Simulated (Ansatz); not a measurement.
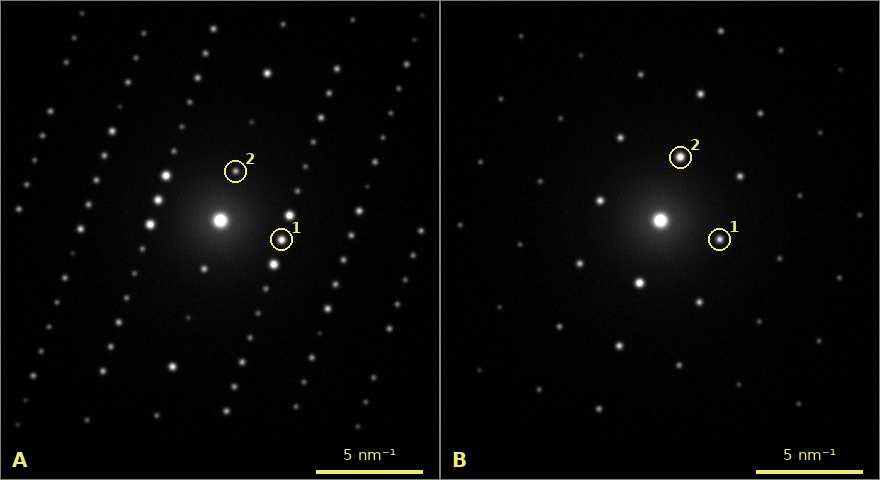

Kinematic electron diffraction patterns (300 kV, B = 0.5 Å², same scale) along [011] of the run's own cell, for the start and the end of one relaxation of Sr2Ti with DFT PBE, scalar-relativistic, plane waves, PAW in Ansatz 0.2.0. k mesh 6×6×10. The start is a generated model structure, and the relaxation ends in the nearest stationary point of its symmetry, not necessarily the ground state. Spot 1 is 0 -1 1 and spot 2 is 2 0 0 in both.

Start structure:

```
CELL_PARAMETERS angstrom
8.19763 0.00000 0.00000
0.00000 8.36595 0.00000
0.00000 0.00000 3.52140
ATOMIC_POSITIONS crystal
Sr 0.82386 0.29668 0.50000
Sr 0.67614 0.79668 0.00000
Sr 0.17614 0.70332 0.50000
Sr 0.32386 0.20332 0.00000
Ti 0.50000 0.50000 0.50000
Ti 0.00000 0.00000 0.00000
```

Which pattern belongs to the start structure, and which to the relaxed one?

A is the start: its cell gives d(1) = 3.246 Å, d(2) = 4.099 Å and an angle of 90.0°. B is the relaxed structure, with d(1) = 3.351 Å (+3.2 %), d(2) = 3.183 Å (-22.3 %) and 90.0°.

Name reflections whose intensity changes strongly on relaxation.

1 -1 1, 5 1 -1, 1 -2 2 fade out of sight; 4 0 0 goes from 0.48 to 24 % of the strongest spot; 2 -2 2 goes from 24 to 1.2 % of the strongest spot; 2 0 0 goes from 12 to 100 % of the strongest spot. The relaxed structure has a primitive cell 2 times smaller, so superlattice reflections of the start become extinct.

What did the relaxation do to the structure and the energy?

The volume changed by -8.2 % to 36.97 Å³ an atom; with the mean shift removed, the atoms moved by up to 1.13 Å relative to the cell (Sr most); the space group went from Pnnm (No. 58) to Immm (No. 71); the free energy fell by 70 meV an atom. Relaxed cell: a = 6.367 Å, b = 9.765 Å, c = 3.568 Å, α = 90.00°, β = 90.00°, γ = 90.00°.
